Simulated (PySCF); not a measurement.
## A study: CH$_{7}$BNO$_{2}$, charge +1, SMILES `[NH3+]CB(O)O`

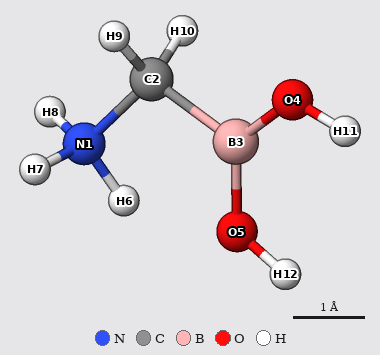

The molecule, with its atoms numbered as below. No frequency check shows the geometry to be a minimum.

Coordinates in Å:

```
N1      -1.8684   -0.0815    0.0924
C2      -0.7205    0.8500   -0.1184
B3       0.6678    0.0172   -0.0147
O4       1.7957    0.6989    0.0752
O5       0.4661   -1.3210   -0.0575
H6      -1.5621   -1.0013   -0.2653
H7      -2.0585   -0.1887    1.0941
H8      -2.7238    0.2268   -0.3810
H9      -0.7691    1.6737    0.5891
H10     -0.7937    1.2847   -1.1142
H11      2.6565    0.2791    0.1103
H12      1.2193   -1.9129   -0.0377
```

Part 1: Bonding charge

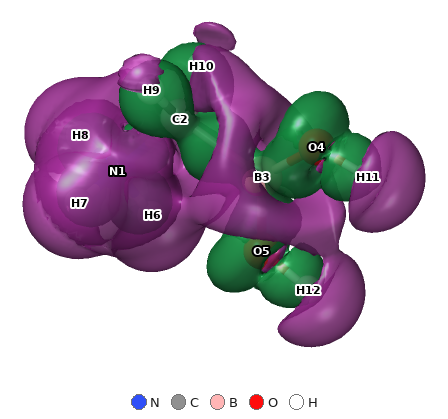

Deformation density (molecule less spherical, spin-averaged free atoms at the same positions), surfaces at ±0.05 e/Å³; green: gain, purple: loss.

PySCF calculation, B3LYP/def2-TZVP, gas phase; geometry: GFN2-xTB.

> Describe the bonding that the map shows.

The five largest and four smallest: N1–H8: +0.83 e/Å³ at the bond critical point (bond length 1.02 Å, Mayer order 0.9). N1–H7: +0.83 e/Å³ at the bond critical point (bond length 1.02 Å, Mayer order 0.9). N1–H6: +0.80 e/Å³ at the bond critical point (bond length 1.03 Å, Mayer order 0.9). O5–H12: +0.78 e/Å³ at the bond critical point (bond length 0.96 Å, Mayer order 0.9). O4–H11: +0.77 e/Å³ at the bond critical point (bond length 0.96 Å, Mayer order 0.9). B3–O4: +0.42 e/Å³ at the bond critical point (bond length 1.32 Å, Mayer order 1.5). C2–B3: +0.40 e/Å³ at the bond critical point (bond length 1.62 Å, Mayer order 0.9). B3–O5: +0.36 e/Å³ at the bond critical point (bond length 1.35 Å, Mayer order 1.3). N1–C2: +0.11 e/Å³ at the bond critical point (bond length 1.49 Å, Mayer order 0.9); up to 0.6 Å beside the axis the gain reaches +0.44 e/Å³. In all, 2.3 electrons gather in the regions of gain relative to the promolecule of neutral atoms (the regions of loss give up this much and the cation's charge besides). A small or negative value marks a very polar bond, one between electron-rich atoms, whose free-atom densities already overlap strongly, a long bond to a heavier atom, or a closed-shell contact such as a hydrogen bond.

> Where do the Hirshfeld charges lie?

The highest Hirshfeld charge is on B3 (+0.29 e), the lowest on O5 (−0.23 e).

| atom | charge (e) |
| --- | --- |
| N1 | +0.02 |
| C2 | −0.04 |
| B3 | +0.29 |
| O4 | −0.22 |
| O5 | −0.23 |
| H6 | +0.18 |
| H7 | +0.21 |
| H8 | +0.21 |
| H9 | +0.08 |
| H10 | +0.08 |
| H11 | +0.21 |
| H12 | +0.21 |

Part 2: Local ionisation energy

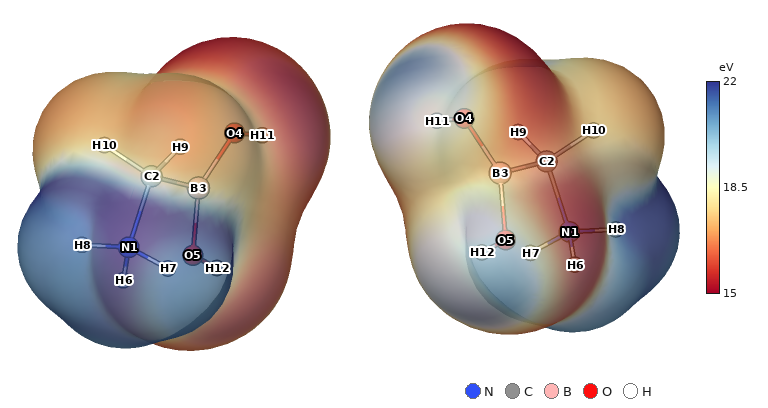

Average local ionisation energy on the surface of electron density 0.001 a.u. (back view left, front view right).

> Locate the minima of the map.

The lowest value is 15.2 eV, 1.8 Å from O4. Further minima include 15.7 eV, 1.9 Å from O5; 17.0 eV, 1.3 Å from H10. For comparison, the highest occupied orbital lies at −13.9 eV.

> What volume does the surface enclose?

About 96 Å³.

Part 3: In an electric field

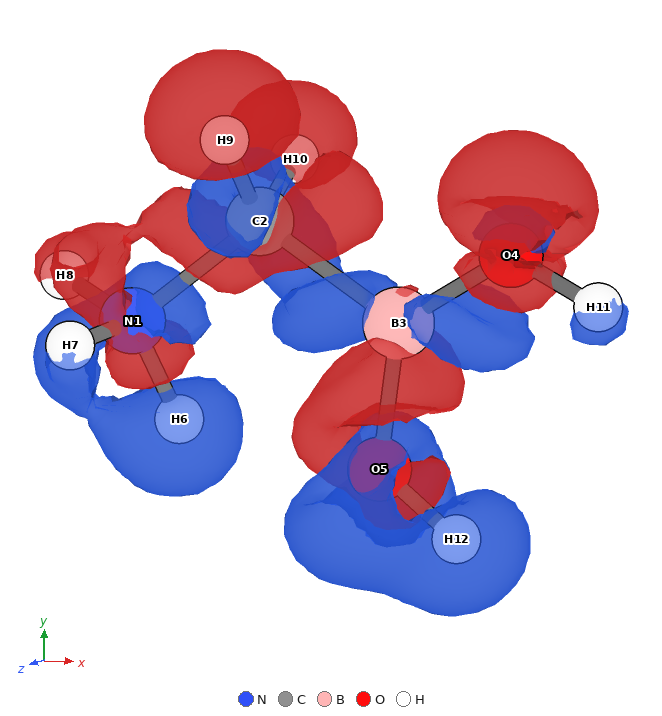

Change of the electron density in a uniform field of 0.10 V/Å, surfaces at ±0.0008 e/Å³ (blue: gain, red: loss).

Computed with PySCF, PBE0/6-31+G*, geometry: GFN2-xTB. The basis has diffuse s and p functions alone, which still leaves polarisabilities too small, most of all across bonds.

> Along which Cartesian direction does the field point?

Along +y: electrons gather on the −y side, against the field.

> How large is the response?

The induced dipole is 0.19 D (along the field); α along this axis, from the fields in both directions, is 37 bohr³ (5.5 Å³).

> Which atoms gain and lose the most charge?

Electrons gather most on O5 (Hirshfeld charge changes by −0.003 e) and leave H9 most (+0.003 e); 0.020 electrons are displaced in all.

Part 4: Localised orbitals

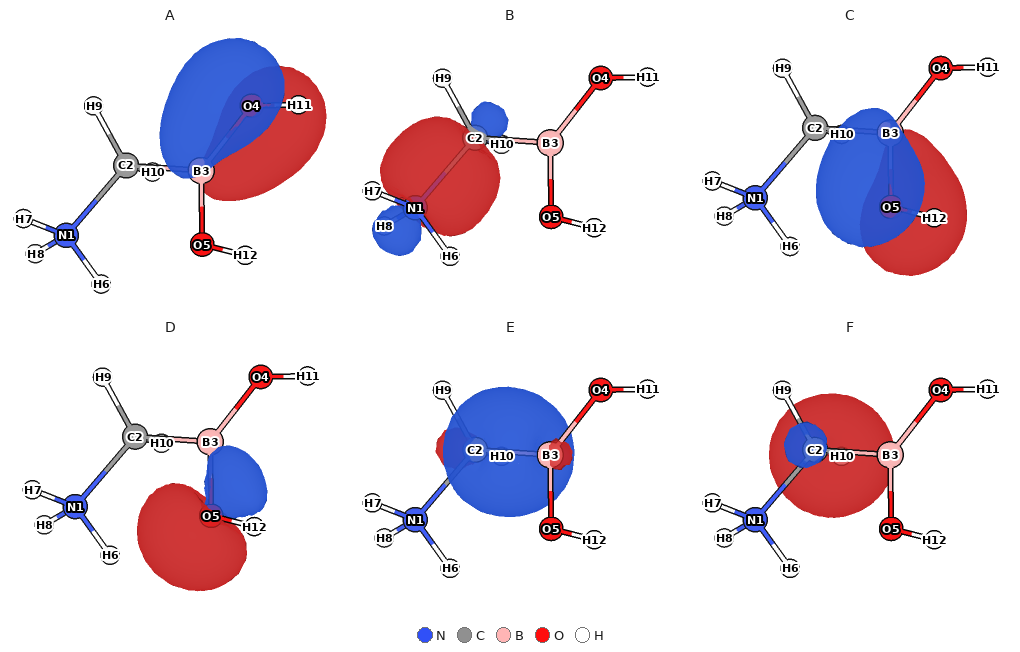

Pipek–Mezey orbitals, occupied; each surface holds about 85 % of the orbital's density. Energies are diagonal elements of the Fock matrix.

Computed with PySCF, ωB97X/def2-SVP, geometry: GFN2-xTB.

> Identify each orbital.

By panel:
- A: lone pair on O4, partly donated to B3 (O4 87 %, B3 12 %; −17.3 eV)
- B: σ bond N1–C2 (N1 63 %, C2 36 %; −26.2 eV)
- C: lone pair on O5 (p-type) (O5 89 %, B3 10 %; −17.7 eV)
- D: lone pair on O5 (sp2.7-type) (O5 96 %; −20.3 eV)
- E: σ bond C2–B3 (C2 60 %, B3 38 %; −20.8 eV)
- F: σ bond C2–H10 (C2 56 %, H10 42 %; −21.6 eV)

The PySCF runs shown took 14 s, 15 s and 7.4 s on 1 thread of Intel(R) Xeon(R) 6975P-C (Granite Rapids), on a shared host.
